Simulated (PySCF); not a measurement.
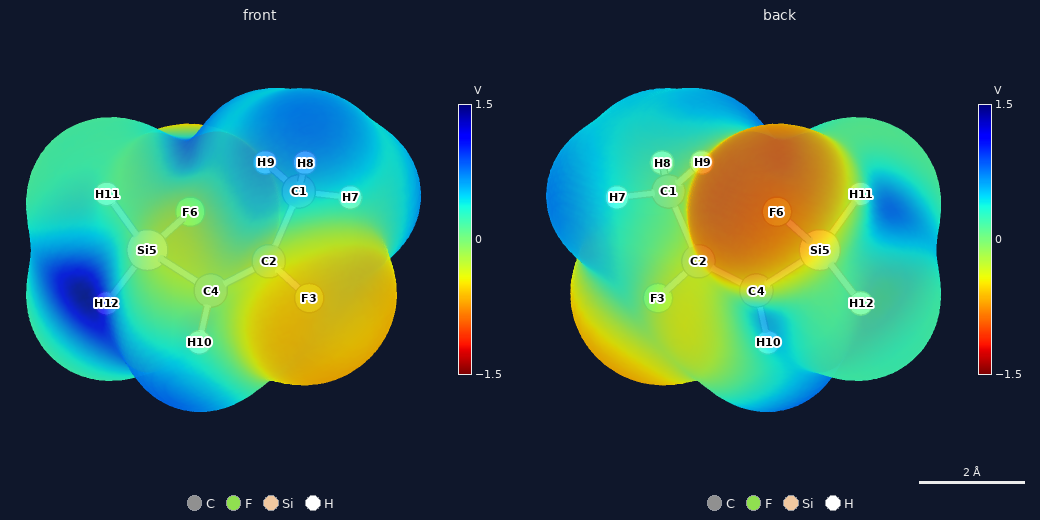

Figure. C3H6F2Si. The electrostatic potential painted on the density surface at 0.001 e/bohr³, seen from the front and from behind; red is negative and blue positive.

Geometry: GFN2-xTB.

Theory: PySCF 2.14.0, PBE0/def2-SVPD, SCF density, gas phase.

```xyz
12

C    -1.5306   -0.6424   -0.1238
C    -0.8538    0.6584   -0.3586
F    -1.7192    1.5991   -0.8248
C     0.4152    0.9969   -0.1803
Si    1.7760   -0.1226    0.4478
F     1.6416   -1.5624   -0.2703
H    -1.9561   -1.0077   -1.0587
H    -2.3511   -0.5039    0.5806
H    -0.8342   -1.3753    0.2664
H     0.6775    2.0200   -0.4138
H     1.6547   -0.4346    1.8660
H     3.0813    0.3737    0.0435
```

**Where is the surface potential most negative and most positive?**

The most negative region (about −0.9 V) lies over F6, the most positive (about +1.3 V) over Si5.
